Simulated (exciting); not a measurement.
# I L₃-edge absorption of Ca2AsI, all-electron BSE, part 2 of 3

Wanted: the near-edge spectrum and the bound core excitons at the I L₃ edge of Ca2AsI.

exciting sodium; X-ray absorption, core-level Bethe-Salpeter equation, exchange and statically screened direct term, Tamm-Dancoff, all-electron LAPW+lo LDA.

So far. Step 3 (A richer basis for the empty states): Against the first ground state the total energy moves by -7 meV an atom and the gap by 0.00 eV.

### 4. Screening, kernels and BSE for I atom 1

The absorber has 6 Ca at 3.41 Å (distorted octahedral, site symmetry -3m).

input.xml reads:

```
<input>
  <title>Ca2AsI</title>
  <structure speciespath="." autormt="false" epslat="1.0e-5">
    <crystal>
      <basevect>4.1545628842 2.3986379995 14.0406651034</basevect>
      <basevect>-4.1545628842 2.3986379995 14.0406651034</basevect>
      <basevect>0.0000000000 -4.7972759991 14.0406651034</basevect>
    </crystal>
    <species speciesfile="I.xml" rmt="2.300">
      <atom coord="0.0000000000 0.0000000000 0.0000000000"/>
    </species>
    <species speciesfile="As.xml" rmt="2.300">
      <atom coord="0.5000000000 0.5000000000 0.5000000000"/>
    </species>
    <species speciesfile="Ca.xml" rmt="2.464">
      <atom coord="0.7687000000 0.7687000000 0.7687000000"/>
      <atom coord="0.2313000000 0.2313000000 0.2313000000"/>
    </species>
  </structure>
  <groundstate do="skip" xctype="LDA_PW" ngridk="3 3 3" rgkmax="7" gmaxvr="14" nempty="8" swidth="0.001" maxscl="100" epsengy="1e-5"/>
  <xs xstype="BSE" ngridk="2 2 2" ngridq="2 2 2" vkloff="0.097 0.273 0.493" rgkmax="7" nempty="56" gqmax="3" lmaxapwwf="5" lmaxemat="3" broad="0.05659" tevout="true">
    <energywindow intv="163.940 165.557" points="439"/>
    <screening screentype="full" nempty="85"/>
    <BSE xas="true" xasspecies="1" xasatom="1" xasedge="L3" bsetype="singlet" nstlxas="1 52"/>
    <qpointset>
      <qpoint>0 0 0</qpoint>
    </qpointset>
    <plan>
      <doonly task="xsgeneigvec"/>
      <doonly task="writepmatxs"/>
      <doonly task="scrgeneigvec"/>
      <doonly task="scrwritepmat"/>
      <doonly task="screen"/>
      <doonly task="scrcoulint"/>
    </plan>
  </xs>
</input>
```

input.xml for the exchange start (cutoff and plan only) reads:

```
  gqmax="2"
  <plan>
    <doonly task="exccoulint"/>
  </plan>
```

input.xml for the last start (plan only) reads:

```
  <plan>
    <doonly task="bse"/>
  </plan>
```

Run with:

```sh
$ OMP_NUM_THREADS=1 mpirun -n 4 exciting
$ OMP_NUM_THREADS=1 mpirun -n 4 exciting
$ OMP_NUM_THREADS=4 exciting
```

Numbers of over 12 decimals in the logs are rounded to 6 here.

The log of the run:

```text
| EXCITING SODIUM started for task xsgeneigvec ( 301)                          =
One-shot GS runs for BSE calculations
One-shot GS runs for k+qmt/2 grids
Info(xsgeneigvec): Generating eigenvectors for Q-point      1
Info(xsgeneigvec): Generation of eigenvectors finished
| EXCITING SODIUM started for task writepmatxs ( 320)                          =
Info(writepmatxs): Momentum matrix elements finished
| EXCITING SODIUM started for task scrgeneigvec ( 401)                         =
One-shot GS runs for BSE calculations
One-shot GS runs for k+qmt/2 grids
Info(xsgeneigvec): Generating eigenvectors for Q-point      1
Using screening GS parameters.
Info(xsgeneigvec): Generation of eigenvectors finished
| EXCITING SODIUM started for task scrwritepmat ( 420)                         =
Info(writepmatxs): Momentum matrix elements finished
Info(scrwritepmat): Momentum matrix elements for screening finished
| EXCITING SODIUM started for task screen ( 430)                               =
Info(screenlauncher): Calculating screening for unshifted q-grid.
Info(screenlauncher): Number of q points:       4
Info(screenlauncher): lowest (partially)  unoccupied state:     27
Info(screenlauncher): highest (partially) occupied state  :     26
Info(screenlauncher): number of occupied states considered:   26
Info(screenlauncher): number of unoccupied states considered:   86
Info(screenlauncher): Starting loop over q-points
Info(screenlauncher): Screening for unshifted q-grid finished
Info(screenlauncher): Screening finished
| EXCITING SODIUM started for task scrcoulint ( 440)                           =
Info(scrcoulintlauncher): Setting up screened Coulomb interaction matrix W.
Info(scrcoulintlauncher): Using momentum transfer vectors from list :   1 to  1
Info(scrcoulintlauncher): Calculating screened Coulomb interaction matrix W
Info(scrcoulintlauncher): Momentum transfer list index: iqmt=  1
Info(scrcoulintlauncher): Momentum transfer: vqmtl=   0.000   0.000   0.000
Info(scrcoulintlauncher): Calculating RR block of W
Info(scrcoulint): Inspecting occupations...
Info(setranges_modxs): Number of non-reduced k-points:        8
Info(setranges_modxs): Number of states considered:       83
Info(setranges_modxs): Number of (partially) occupied states:       36
Info(setranges_modxs): Highest (partially) occupied states:       26
Info(setranges_modxs): Number of (partially) unoccupied states:       57
Info(setranges_modxs): Lowest (partially) unoccupied states:       27
Info(scrcoulint): Selecting transitions...
Info(select_transitions): Inspecting transitions in the  band interval:
  lowest occupied state:   7
  highest occupied state:  10
  lowest unoccupied state:  27
  highest unoccupied state:  78
  Opening gap with a scissor of:      0.000/H      0.000/eV
Info(select_transitions): Number of participating transitions:    1664
Info(scrcoulint): Size of file SCCLI will be about     0.023209 GB
Info(scrcoulint): Using q-grid
Info(scrcoulint): Number of reduced q-points:      4
Info(scrcoulint): Number of non-reduced q-points:      8
Info(scrcoulint): Calculating W(G1,G2,qr) fourier coefficients
Info(scrcoulint): Calculating W matrix elements
Info(scrcoulintlauncher): Screened coulomb interaction finished for iqmt=   1
| EXCITING SODIUM started for task exccoulint ( 441)                           =
Info(exccoulintlauncher): Setting up exchange interaction matrix V.
Info(exccoulintlauncher): Using momentum transfer vectors from list :   1 to  1
Info(exccoulintlauncher):Calculating exchange interaction matrix V
Info(exccoulintlauncher): Momentum transfer list index: iqmt=  1
Info(exccoulintlauncher): Momentum transfer: vqmtl=   0.000   0.000   0.000
Info(exccoulintlauncher): Calculating RR block of V
Info(exccoulint): Inspecting occupations...
Info(setranges_modxs): Number of non-reduced k-points:        8
Info(setranges_modxs): Number of states considered:       83
Info(setranges_modxs): Number of (partially) occupied states:       36
Info(setranges_modxs): Highest (partially) occupied states:       26
Info(setranges_modxs): Number of (partially) unoccupied states:       57
Info(setranges_modxs): Lowest (partially) unoccupied states:       27
Info(exccoulint): Selecting transitions...
Info(select_transitions): Inspecting transitions in the  band interval:
  lowest occupied state:   7
  highest occupied state:  10
  lowest unoccupied state:  27
  highest unoccupied state:  78
  Opening gap with a scissor of:      0.000/H      0.000/eV
Info(select_transitions): Number of participating transitions:    1664
Info(exccoulint): Size of file EXCLI will be about     0.023209 GB
Info(exccoulint): Generating plane wave matrix elements for momentum transfer iqmt=   1
  Timing (in seconds)	   :     178.006
Info(exccoulint): Generating V matrix elements
Info(exccoulint): Zeroing Coulomb potential at G+qmt index:  1
Info(exccoulintlauncher): Exchange interaction finished for iqmt=   1
| EXCITING SODIUM started for task bse ( 445)                                  =
Info(bselauncher): Init time:    1.181914
Info(bselauncher): Setting up and diagonalizing BSE Hamiltonian.
Info(bselauncher): Using momentum transfer vectors from list :   1 to  1
Info(bselauncher): Distributing qmt-points over   1 processes.
Info(bselauncher): BSE type: singlet
Info(bselauncher): Momentum transfer list index: iqmt=  1
Info(bselauncher): Momentum transfer: vqmtl=   0.000   0.000   0.000
Info(bse): Inspecting occupations...
Info(setranges_modxs): Number of non-reduced k-points:        8
Info(setranges_modxs): Number of states considered:       83
Info(setranges_modxs): Number of (partially) occupied states:       36
Info(setranges_modxs): Highest (partially) occupied states:       26
Info(setranges_modxs): Number of (partially) unoccupied states:       57
Info(setranges_modxs): Lowest (partially) unoccupied states:       27
Info(select_transitions): Inspecting transitions in the  band interval:
  lowest occupied state:   7
  highest occupied state:  10
  lowest unoccupied state:  27
  highest unoccupied state:  78
  Opening gap with a scissor of:      0.000/H      0.000/eV
Info(select_transitions): Number of participating transitions:    1664
Info(bse): Selecting transitions...
Info(bse):bsegap (eV):  4473.139706
Info(bse): Assembling BSE matrix
  RR/RA blocks of global BSE-Hamiltonian:
  Size of the Hamiltonian:    1664
  Number of k-points:       8
  Distributing matrix to   1 processes
  Local matrix shape   1664 x  1664
Info(bse): max local RAM needed for BSE matrices ~     0.041260 GB
Info(setup_bse_block): Setting up RR part of hamiltonian
Info(setup_bse_block): Singlet spin state
Info(bse): Diagonalizing RR Hamiltonian (TDA)
Info(bse): Invoking Lapack routine ZHEEVR
      1664 eigen solutions found in the interval:
         i1=       1 i2=    1664
Info(bse): Writing excition energies and oscillator strengths to text file.
Info(makespectrum_dist): Making spectrum using formula for coupling with time reversed AR basis.
Info(makespectrum_dist): Using formalism for vanishing momentum transfer.
Info(writederived): Writing quantities derived from the macroscopic dielectric function.
Info(bselauncher): Spectrum finished for iqmt=  1
Info(bselauncher): All done for BSE type singlet
```

It took 5.9 min on 4 MPI ranks of Arm Neoverse V1, shared host.

Wall time by task: xsgeneigvec 6.4 s, writepmatxs 4.7 s, scrgeneigvec 3.8 s, scrwritepmat 3.6 s, screen 63 s, scrcoulint 83 s, exccoulint 3 min, bse 4 s.

The I L₃ spectrum of I atom 1 (energy from the Kohn–Sham onset, core level to the lowest empty state found on the meshes used, 4473.04 eV; the ground-state mesh sets it, and the shifted mesh has its lowest transition 0.10 eV above it; Im ε scaled to the maximum of the singlet run; cut below the end of the band set):

```
E (eV)  isotropic  ε ⊥ c  ε ∥ c
 -12.0       0.03   0.03   0.03
 -11.0       0.03   0.03   0.03
 -10.0       0.03   0.03   0.03
  -9.0       0.04   0.04   0.04
  -8.0       0.05   0.05   0.05
  -7.0       0.06   0.06   0.06
  -6.0       0.07   0.07   0.07
  -5.0       0.09   0.09   0.09
  -4.0       0.12   0.12   0.12
  -3.0       0.17   0.16   0.17
  -2.0       0.26   0.26   0.26
  -1.0       0.43   0.43   0.44
   0.0       0.65   0.65   0.65
   1.0       0.70   0.70   0.69
   2.0       0.66   0.67   0.66
   3.0       0.69   0.70   0.68
   4.0       0.78   0.78   0.79
   5.0       0.83   0.83   0.84
   6.0       0.82   0.82   0.82
   7.0       0.86   0.86   0.84
   8.0       0.91   0.92   0.90
   9.0       0.97   0.96   0.98
  10.0       1.00   0.99   1.02
  11.0       0.94   0.94   0.96
  12.0       0.86   0.86   0.86
  13.0       0.77   0.77   0.78
  14.0       0.71   0.71   0.70
  15.0       0.71   0.72   0.70
  16.0       0.73   0.72   0.74
  17.0       0.69   0.69   0.70
  18.0       0.60   0.60   0.60
  19.0       0.52   0.52   0.53
```

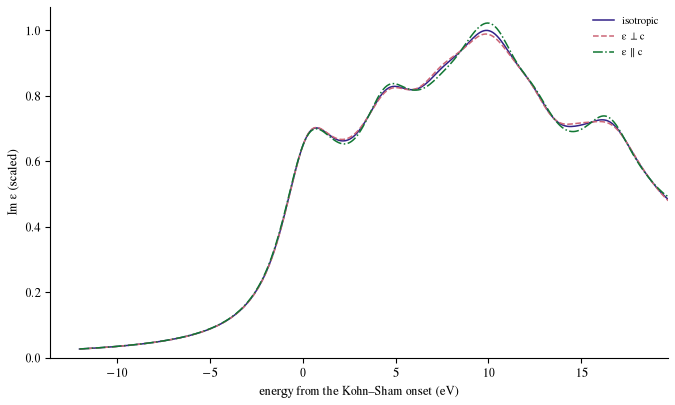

The I L₃ edge of I atom 1.

Maxima (height): 0.7 eV (0.70), 9.8 eV (1.00) and 16.2 eV (0.73).

The Hamiltonian has 1664 rows. The lowest groups of eigenvalues and the brightest ones, on the scale above (the program counts from the shifted mesh's onset, 0.10 eV higher). Core spinors bring spin-forbidden partners, so dark means forbidden by spin or by symmetry, and the shifted mesh splits states that symmetry would keep together:

```
energy (eV)  states within 10 meV  relative strength
     -0.473                     4               0.42
     -0.340                     4               0.67
     -0.237                     4               0.51
     -0.089                     4               0.39
     -0.042                     4               0.13
      0.114                     4               0.32
      0.217                     4               0.91
      0.475                     4               0.90
      4.060                     4               0.68
      4.491                     4               0.75
      7.862                     8               0.78
      9.722                     4               1.00
      9.799                     4               0.96
```

### 5. Independent particles

input.xml: that of step 4 with these lines changed.

```diff
@@ -23,3 +23,3 @@
     <screening screentype="full" nempty="85"/>
-    <BSE xas="true" xasspecies="1" xasatom="1" xasedge="L3" bsetype="singlet" nstlxas="1 52"/>
+    <BSE xas="true" xasspecies="1" xasatom="1" xasedge="L3" bsetype="IP" nstlxas="1 52"/>
     <qpointset>
@@ -28,8 +28,3 @@
     <plan>
-      <doonly task="xsgeneigvec"/>
-      <doonly task="writepmatxs"/>
-      <doonly task="scrgeneigvec"/>
-      <doonly task="scrwritepmat"/>
-      <doonly task="screen"/>
-      <doonly task="scrcoulint"/>
+      <doonly task="bse"/>
     </plan>
```

Run with:

```sh
$ OMP_NUM_THREADS=4 exciting
```

The log of the run:

```text
| EXCITING SODIUM started for task bse ( 445)                                  =
Info(bselauncher): Init time:    1.183820
Info(bselauncher): Setting up and diagonalizing BSE Hamiltonian.
Info(bselauncher): Using momentum transfer vectors from list :   1 to  1
Info(bselauncher): Distributing qmt-points over   1 processes.
Info(bselauncher): BSE type: IP
Info(bselauncher): Momentum transfer list index: iqmt=  1
Info(bselauncher): Momentum transfer: vqmtl=   0.000   0.000   0.000
Info(bse): Inspecting occupations...
Info(setranges_modxs): Number of non-reduced k-points:        8
[...]
highest unoccupied state:  78
  Opening gap with a scissor of:      0.000/H      0.000/eV
Info(select_transitions): Number of participating transitions:    1664
Info(bse): Selecting transitions...
Info(bse):bsegap (eV):  4473.139706
Info(bse): IP requested, nothing much to do
Info(bse): Writing excition energies and oscillator strengths to text file.
Info(makespectrum_dist): Making spectrum using formula for coupling with time reversed AR basis.
Info(makespectrum_dist): Using formalism for vanishing momentum transfer.
Info(writederived): Writing quantities derived from the macroscopic dielectric function.
Info(bselauncher): Spectrum finished for iqmt=  1
Info(bselauncher): All done for BSE type IP
```

The job ended after 3 s (4 threads).

Maxima (height): 12.2 eV (1.04) and 17.8 eV (0.90). The spectrum differs from the singlet run by 32 % r.m.s. Moving the earlier curve by +3.2 eV leaves 14 %. The highest maximum lies at 12.2 eV (1.04), against 9.8 eV (1.00).

### 6. Exchange alone

input.xml: that of step 5 with these lines changed.

```diff
@@ -23,3 +23,3 @@
     <screening screentype="full" nempty="85"/>
-    <BSE xas="true" xasspecies="1" xasatom="1" xasedge="L3" bsetype="IP" nstlxas="1 52"/>
+    <BSE xas="true" xasspecies="1" xasatom="1" xasedge="L3" bsetype="RPA" nstlxas="1 52"/>
     <qpointset>
```

Run with:

```sh
$ OMP_NUM_THREADS=4 exciting
```

The log of the run:

```text
| EXCITING SODIUM started for task bse ( 445)                                  =
Info(bselauncher): Init time:    1.184694
Info(bselauncher): Setting up and diagonalizing BSE Hamiltonian.
Info(bselauncher): Using momentum transfer vectors from list :   1 to  1
Info(bselauncher): Distributing qmt-points over   1 processes.
Info(bselauncher): BSE type: RPA
Info(bselauncher): Momentum transfer list index: iqmt=  1
Info(bselauncher): Momentum transfer: vqmtl=   0.000   0.000   0.000
Info(bse): Inspecting occupations...
Info(setranges_modxs): Number of non-reduced k-points:        8
[...]
Info(setup_bse_block): Setting up RR part of hamiltonian
Info(setup_bse_block): Using RPA approximation
Info(bse): Diagonalizing RR Hamiltonian (TDA)
Info(bse): Invoking Lapack routine ZHEEVR
      1664 eigen solutions found in the interval:
         i1=       1 i2=    1664
Info(bse): Writing excition energies and oscillator strengths to text file.
Info(makespectrum_dist): Making spectrum using formula for coupling with time reversed AR basis.
Info(makespectrum_dist): Using formalism for vanishing momentum transfer.
Info(writederived): Writing quantities derived from the macroscopic dielectric function.
Info(bselauncher): Spectrum finished for iqmt=  1
Info(bselauncher): All done for BSE type RPA
```

The job ended after 4.5 s (4 threads).

Maxima (height): 12.2 eV (1.04) and 17.8 eV (0.90). The spectrum is that of the independent-particle run within 1 %.

(Continued in part 3 of 3.)

[Banner, clock and machine lines of the logs are left out without a mark of their own.]

[Logs are printed without paths, hosts, clocks, repeated set-up lines and the standing remarks that a program may print on its own settings, such as how far it seeks lower states.]

[Hosts, paths, dates, database ids (printed as entryN), source tags and the programs' standing remarks are cut or masked in the printed files.]
